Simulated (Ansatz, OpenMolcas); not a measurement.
SiH3F (SMILES F[SiH3]): the energy, rung by rung

SiH3F: 5 atoms, total charge 0, spin state singlet. SMILES: `F[SiH3]`. The shape is that of a PBE0-D4/def2-TZVP optimisation.

```xyz
5

F    -1.2746    0.1628    0.8580
Si    0.0433   -0.0193   -0.0307
H    -0.3678   -0.1926   -1.4437
H     0.7686   -1.2179    0.4516
H     0.8805    1.1934    0.1234
```

Each level gives the energy change with the Si2–H3 bond stretched from 1.482 to 2.223 Å (eV). The values are calculated.

```csv
level,kind,program,value (eV),less FCI/STO-3G,CPU time (all runs)
SVWN5/STO-3G (restricted),LDA,OpenMolcas,2.83,-0.06,7.9 s
BLYP/STO-3G (restricted),GGA,Ansatz,2.65,-0.24,1.9 s
wB97X/STO-3G (restricted),range-separated hybrid,Ansatz,3.34,+0.45,8.5 s
RPA@PBE/STO-3G (restricted),RPA,Ansatz,2.87,-0.02,2.7 s
"MRCI(2,2)/STO-3G",multireference,OpenMolcas,2.91,+0.02,3.6 s
BCCD(T)/STO-3G (restricted),coupled cluster or CI,Ansatz,2.90,+0.01,0.42 s
CCSD(T)/STO-3G (restricted),coupled cluster or CI,Ansatz,2.90,+0.01,0.36 s
CCSD/STO-3G (restricted),coupled cluster or CI,Ansatz,2.96,+0.07,0.36 s
FCI/STO-3G,exact in the basis,OpenMolcas,2.89,0.00,21 s
```

FCI/STO-3G is exact within its basis and frozen core, so for wave-function methods in that basis the difference is their error; functionals converge differently with the basis, so for them it is only a difference. The first shape isn't each level's own minimum. The values span 2.65 to 3.34 eV. All rows use very small basis sets, so even the best lies far from the true value. Times are those of the runs behind each value, whatever else they computed, on shared processors of several kinds: orders of magnitude only.

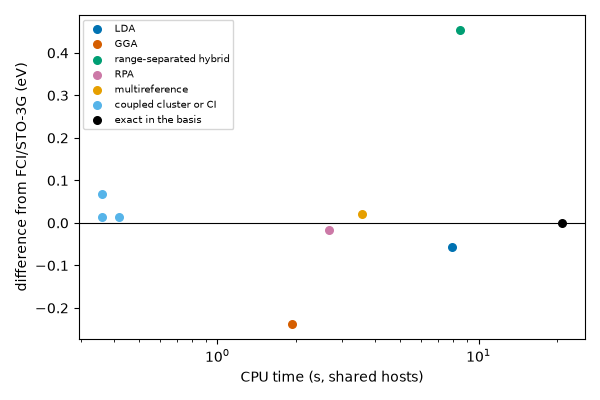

Difference from FCI/STO-3G against processor time, one point a level.
